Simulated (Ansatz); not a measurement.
Base system: ZnS in the wurtzite structure (space group P6_3mc, No. 186; a = 3.7822 Å, c = 6.2077 Å). Axes: x lies along a and z along c of the hexagonal cell.

Now apply this change: compressive biaxial strain of 1.20 % in the plane normal to [001], as in epitaxy on a mismatched substrate; the out-of-plane cell vector and the atoms relax.

Calculations: PBEsol, PAW, 420 eV (Ansatz, a quantum-chemistry and plane-wave program; scalar-relativistic without spin-orbit coupling).

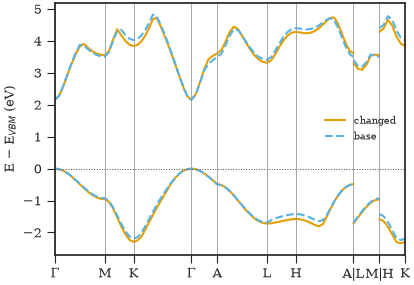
Fig. 1. Highest valence and lowest conduction band along the path, each from its own valence-band maximum

The gap is 2.16 eV, direct at Γ; the base has 2.15 eV.

Whether these cells are dynamically stable was not tested.
